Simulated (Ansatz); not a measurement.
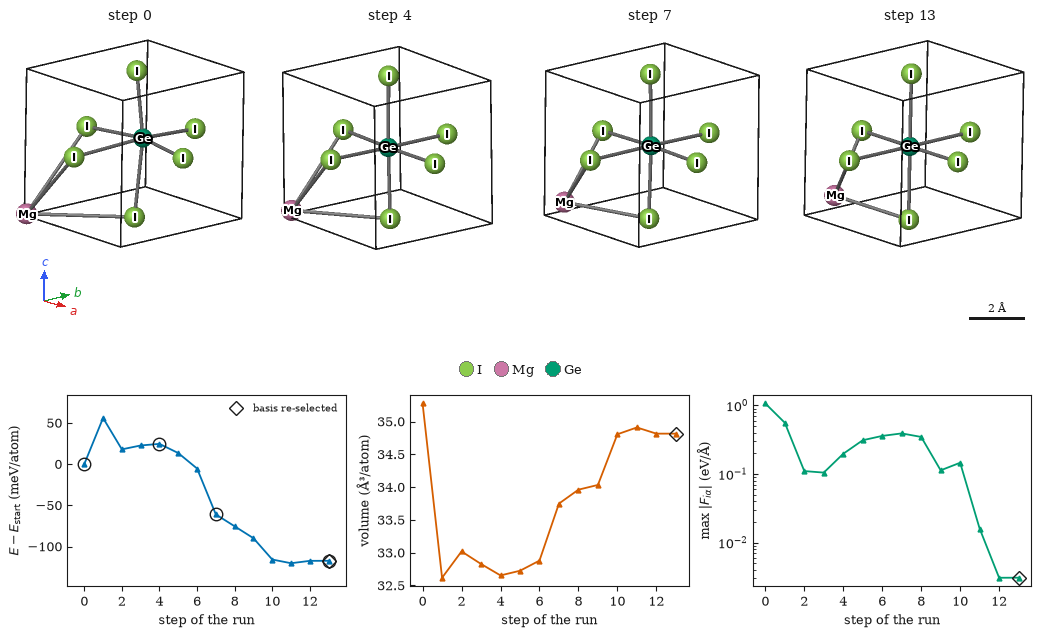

Frames of a relaxation of solid MgGeI$_{3}$ (a generated structure, set up in R3m), marked on the history of the run. The picture is a ball-and-stick view of the cell of the calculation, seen from a free direction.

The start is a swapped structure.

Level of theory: DFT, PAW plane waves, r2SCAN (Ansatz 0.2.0). Settings: plane-wave cutoff 500 eV; k-point mesh 6 × 6 × 6; occupations fermi dirac; smearing width 0.0513 eV; no spin polarisation; cell and atoms relaxed; at most 80 steps.

Question: What happens along the run?

Answer: The energy falls by 117 meV per atom in 12 accepted moves (13 points after the start). With the target pressure of 5 GPa, the enthalpy E + pV changes by −132 meV per atom. The largest force component goes from 1.1 to 0.0031 eV/Å. The pressure goes from 3.81 to 4.99 GPa. At 1 point the geometry stayed and the basis and grid were re-selected for the new cell (energy shift of 0.1 meV per atom at most each time). The Mg atom moves most relative to the cell: 1.27 Å along [1 1 1]. Largest moves by element: Mg 1.27 Å, Ge 0.58 Å, I 0.23 Å. The volume changes by −1.3 %, with a = b = c 5.610 → 5.586 Å (−0.4 %), α 88.6° → 88.4°, β 88.6° → 88.4°, γ 88.6° → 88.4°. Among the contacts that change: I–Mg 3.988 → 2.860 Å, I–Mg 3.919 → 4.195 Å, Ge–I 3.053 → 2.800 Å, Ge–I 2.581 → 2.786 Å. Bond angles that change, for instance: Ge–I–Ge 169.3° → 179.6°, I–Ge–I 169.3° → 179.6°, I–Ge–I 96.6° → 88.2°. The space group stays R3m (No. 160). From step 0 to 4: the Ge atom moves most (0.33 Å), volume −7.4 %, energy +24.6 meV per atom. From step 4 to 7: the Mg atom moves most (0.56 Å), volume +3.4 %, energy −85.6 meV per atom. From step 7 to 13: the Mg atom moves most (0.45 Å), volume +3.2 %, energy −56.3 meV per atom.

```tsv
step	E − E(0), meV/atom	largest force component, eV/Å	pressure, GPa	volume, Å³/atom	note
0	0.00	1.0698	3.81	35.276	
1	56.00	0.5594	5.52	32.618	
2	17.93	0.1104	4.83	33.020	
3	22.64	0.1049	5.05	32.828	
4	24.59	0.1974	5.29	32.653	
5	13.44	0.3111	5.34	32.725	
6	-5.33	0.3597	5.39	32.879	
7	-61.06	0.3914	4.67	33.749	
8	-75.45	0.3476	4.66	33.961	
9	-89.91	0.1132	5.32	34.033	
10	-115.77	0.1461	5.04	34.806	
11	-120.27	0.0160	4.97	34.910	
12	-117.39	0.0031	4.99	34.816	
13	-117.32	0.0031	4.99	34.816	same geometry, new basis
```

Limits of the set-up: an odd number of electrons was run without spin polarisation, which fails if the electron would localise.
